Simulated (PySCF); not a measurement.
C₇H₂F₂N (SMILES [H]/[C]=C1\C(C#N)=CC(F)=C1F) (doublet)

The calculation's input:

```
{"job": {"kind": "epr", "basis": "pcH-1"}, "charge": 0, "multiplicity": 2}
C      0.128774     0.781470     2.028761
C      0.209980     0.442221     0.776262
C     -0.627615    -0.551513     0.019773
C     -1.660513    -1.277729     0.612817
N     -2.507395    -1.867388     1.116238
C     -0.192513    -0.585556    -1.263816
C      0.900221     0.338189    -1.414564
F      1.537093     0.527508    -2.568242
C      1.148136     0.946223    -0.231400
F      2.071340     1.859041     0.045454
H     -0.424993     0.580281     2.913154
H     -0.581316    -1.193432    -2.060464
```

Launched as:

```sh
OMP_NUM_THREADS=1 python probes_run.py task.json out
```

Geometry: GFN2-xTB.

Computed with PySCF 2.14.0, density-fitted response routines, UKS B3LYP, pcH-1 on C F H N, non-relativistic, mean-field spin-orbit, GIAO.

**Predict the electron density, electron localisation function and spin density between the atoms.**

C–N (1.15 Å): the density is about 3.6 e/Å³ at the midpoint; the ELF peaks at about 0.85 between the atoms: a short, multiple covalent bond.
C–C (1.30 Å): ρ is about 2.4 e/Å³ halfway; the ELF peaks at about 0.90 between the atoms (a short, multiple covalent bond).
C–F (1.33 Å): ρ at the midpoint is about 2.4 e/Å³; the ELF peaks at about 0.85 between the atoms: a polar covalent bond.
C–H (1.06 Å): ρ at the midpoint is about 2.1 e/Å³; the ELF climbs to about 1 towards the hydrogen, as it does in any bond to H (a covalent bond by its length).
The unpaired spin (1 electron) lies mostly on C1 (about 0.8), in electrons by Hirshfeld's partition.

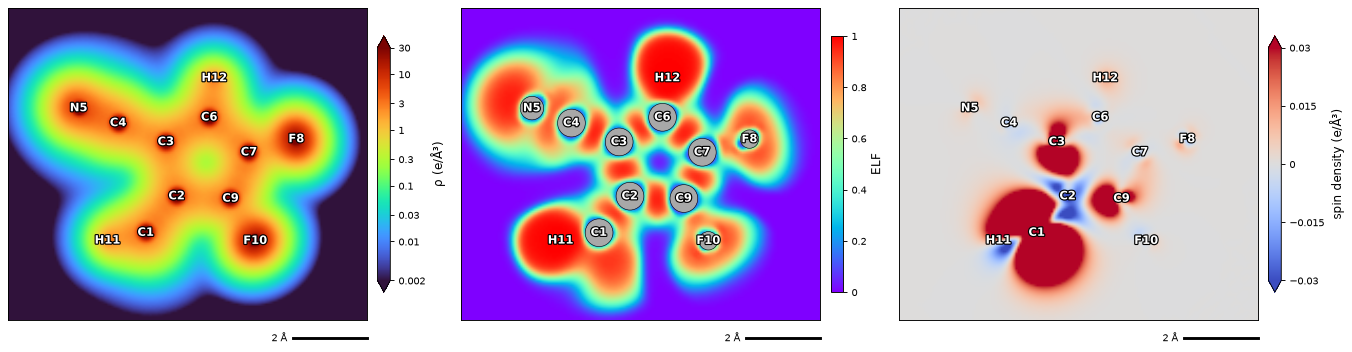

Computed electron density, electron localisation function and spin density on the molecular plane, in this order. Grey discs cover the atomic cores in the ELF map. 
